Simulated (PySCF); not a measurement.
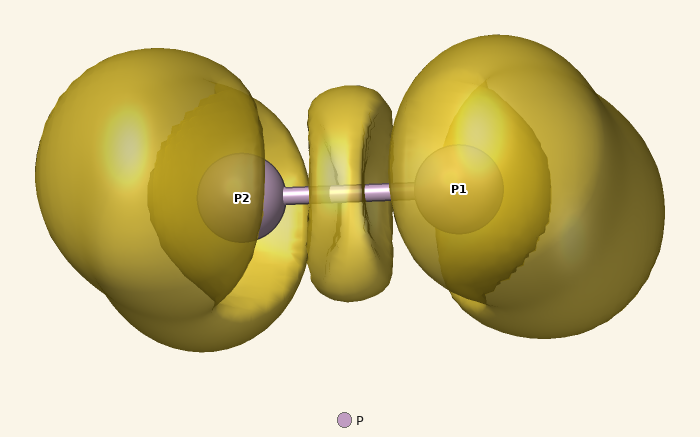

The picture shows: P2 (charge −1, doublet). Isosurface of the ELF at 0.75 (yellow), seen from one side. Core shells and regions of very low density are left out.

All numbers below come from PySCF 2.14.0, PBE0/def2-TZVPPD, non-relativistic Hamiltonian with scalar-relativistic core potentials where named, at a bond length of 1.968 Å.

**What do the ELF domains correspond to?**

The surface consists of one region between bonded P–P atoms (shared pairs) and two lobes on P, pointing away from the bonds (non-bonding electrons).

Values along the shortest contacts:
P–P (1.97 Å): the ELF peaks at about 0.85 between the atoms, as expected for a covalent bond.
